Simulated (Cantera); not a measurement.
Charge: 1 mol AlN, 1 mol H2, 12 mol H2O, at 0.000200 bar.

These are equilibrium values from Cantera (NASA tables, ideal gas, pure condensed phases), not measurements of a reactor. Candidate condensed phases: Al, AlN, Al2O3, H2O; 35 gas species. Equilibrium is a limit: real reactors are often held back by kinetics, nucleation or transport.

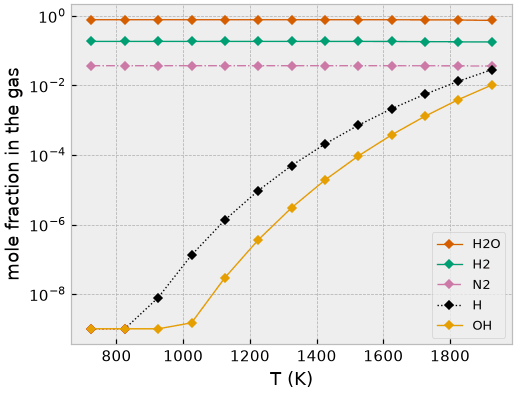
*Equilibrium gas composition (values under 1e-9 drawn at 1e-9)*

Question: Read off the mole fractions at 825 K.

Answer: H2O about 0.78, H2 about 0.19, N2 about 0.037.
